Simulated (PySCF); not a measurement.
## Electronic structure of C5H6SSi (SMILES C#CCC1=CS[SiH2]1) in real space

```tsv
atom	x (Å)	y (Å)	z (Å)
C	2.6946	0.5710	-0.5117
C	1.8318	-0.1954	-0.1956
C	0.7507	-1.0824	0.1888
C	-0.5133	-0.3034	0.3935
C	-1.2464	-0.2296	1.5127
S	-2.6260	0.8378	1.2378
Si	-1.5307	0.8621	-0.6809
H	3.4691	1.2240	-0.7838
H	1.0191	-1.6054	1.1123
H	0.6090	-1.8263	-0.6035
H	-1.1100	-0.7077	2.4677
H	-1.0048	2.1897	-0.9430
H	-2.3474	0.2661	-1.7263
```

Geometry: GFN2-xTB.

The calculation used PBE0/pcSseg-1, SCF density, gas phase, non-relativistic (PySCF).

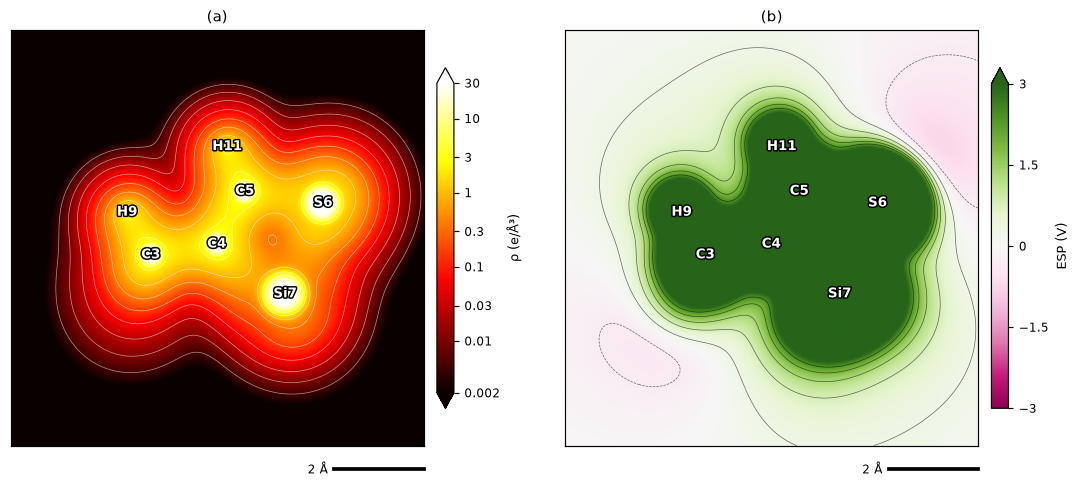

Figure 1. (a) total electron density; (b) molecular electrostatic potential on the plane of atoms C5, S6 and Si7.

Interpret the plot.

Answer. Atoms in the plane: C, S, Si and H. C–S (1.77 Å): ρ at the midpoint is about 1.3 e/Å³. C–Si (1.88 Å): ρ at the midpoint is about 0.91 e/Å³. Si–S (2.21 Å): the density is about 0.75 e/Å³ at the midpoint. C–H (1.08 Å): the density is about 2.1 e/Å³ at the midpoint. C–C (1.34 Å): the density is about 2.3 e/Å³ at the midpoint. Outside the dense part of the molecule the potential is most negative (−0.7 V) near S6.

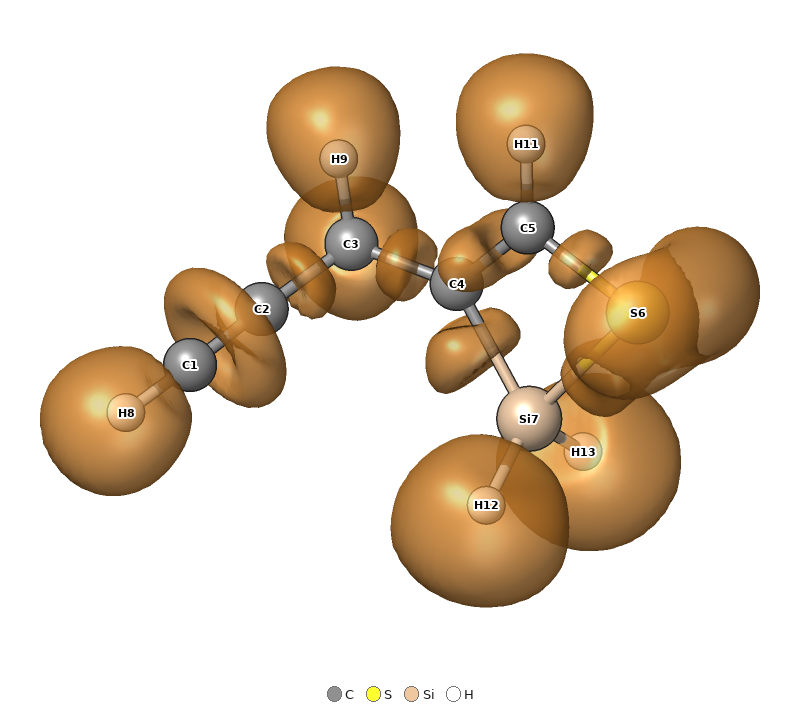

Figure 2. Isosurface of the electron localisation function at 0.8 (orange), seen across its widest extent. Only the valence region is drawn (cores and ρ < 0.01 e/Å³ removed).

Identify the bonds, lone pairs and shells in this picture.

Answer. The surface consists of four regions between bonded C–C atoms (shared pairs), one region between bonded C–S atoms (shared pairs), one region between bonded C–Si atoms (shared pairs), six regions around hydrogen nuclei and one region on S in which the atom's valence shell and bonds are merged. Along the contacts the grid gives the following. C–C (1.20 Å): the ELF peaks at about 0.85 between the atoms (a multiple bond). C–S (1.77 Å): the ELF peaks at about 0.90 between the atoms; a covalent bond.

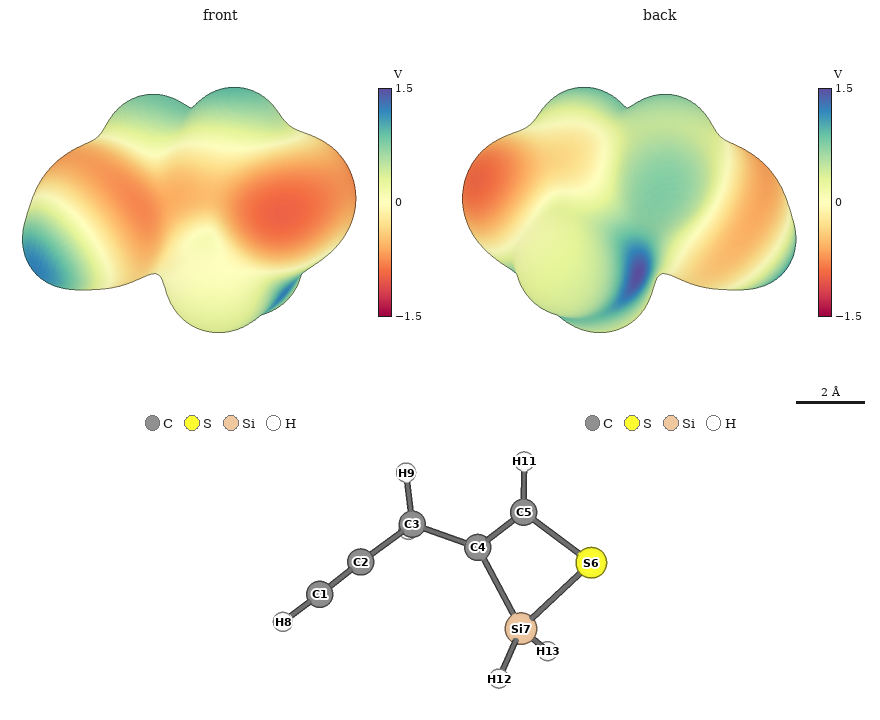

Figure 3. The molecular electrostatic potential painted on the density surface at 0.001 e/bohr³, seen from the front and from behind; the colour scale runs from red (negative) to blue (positive). The bare structure is drawn below in the same view.

Which sites attract a positive test charge, and which a negative one?

Answer. A positive charge is drawn to the negative regions and a negative charge to the positive ones. The most negative region (about −0.9 V) lies over S6, the most positive (about +1.4 V) over Si7.
